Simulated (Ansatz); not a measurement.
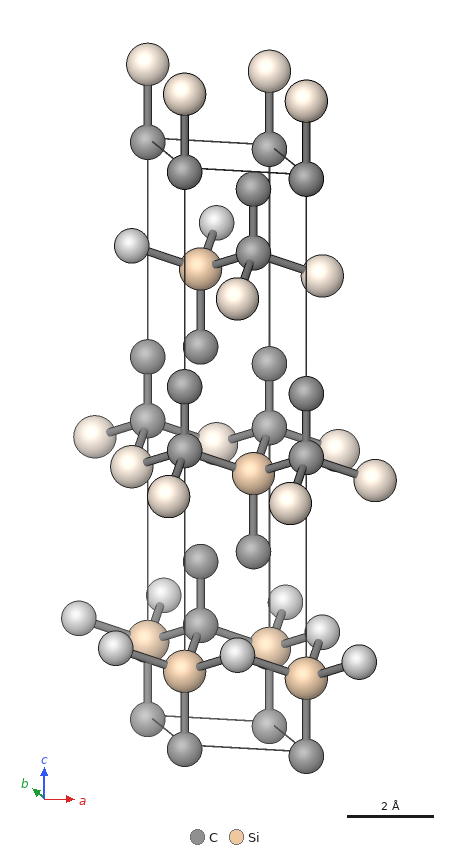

Drawn in the ball-and-stick manner and seen slightly off an axis. The lines enclose the conventional unit cell; boundary atoms appear with their images. Bonds that leave the box are completed with the atoms at their other ends, in fainter colours.

SiC₃, space group R3m (No. 160), a = 2.934 Å, b = 2.934 Å, c = 14.010 Å, α = 90.00°, β = 90.00°, γ = 120.00°. The cell started as a structure type filled with these elements by a generator (whether the compound takes this form wasn't checked). The cell was then strained or its atoms displaced on purpose. Ansatz was used for an electronic-structure calculation on it.

This one geometry was computed with Ansatz (DFT, plane waves, PAW) at three levels of theory: HSE06, r2SCAN and PBE. It was relaxed with r2SCAN and then strained.

Q: Which level gives the highest pressure at this volume, and what does that say about its equilibrium volume?

A: Highest: PBE (-12.5 GPa), which points to the largest equilibrium volume. Lowest, with the smallest volume: HSE06 (-19.2 GPa). Levels within 0.5 GPa of each other can't be told apart.

Q: How does the band gap change with the level of theory?

A: PBE: a gap of 1.83 eV, indirect; r2SCAN: a gap of 2.07 eV, indirect; HSE06: a gap of 2.76 eV, indirect.

Q: Collect the results in a table.

A:
| level | cutoff (eV) | k-mesh of the run's cell | gap (eV) | pressure (GPa) |
| --- | --- | --- | --- | --- |
| HSE06 | 420 | 8×8×8 | 2.76 | -19.2 |
| r2SCAN | 500 | 10×10×10 | 2.07 | -15.9 |
| PBE | 420 | 10×10×10 | 1.83 | -12.5 |

Gaps are taken on the k-mesh or band path of each run.
